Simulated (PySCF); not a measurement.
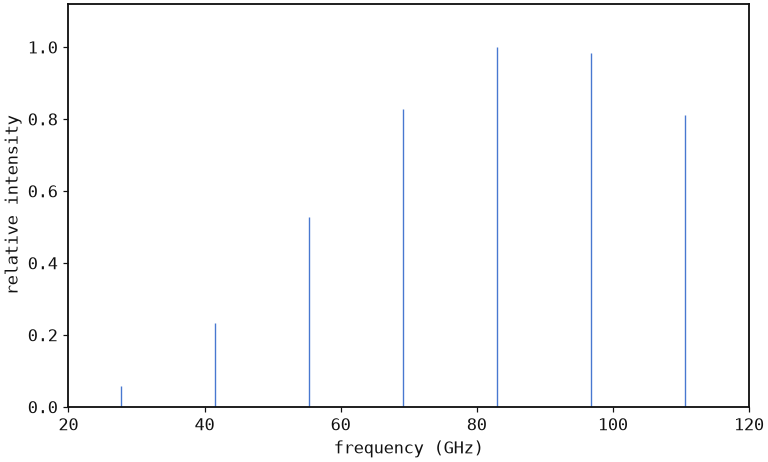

Simulated rotational absorption lines between 20 and 120 GHz at 6 K: rigid rotor with the equilibrium constants and dipole of one optimised conformer (PBE0-D3(BJ)/def2-SVP, PySCF 2.14.0), commonest isotopes; no centrifugal distortion, hyperfine structure, internal rotation or nuclear-spin weights; lines within 1 MHz of each other are summed.

**Which molecule gives this spectrum?**
A. SiHF₃, SMILES F[SiH](F)F
B. BPH₃Cl, SMILES PBCl
C. C₄H₅F, SMILES FC=C1CC1

Option A. Rotational constants A, B, C = 6.916, 6.916, 3.975 GHz, |μa|, |μb|, |μc| = 0.00, 0.00, 1.49 D.

Note: coarse grid, loose stop and no frequency check, small forces are noise and the end may be a saddle.
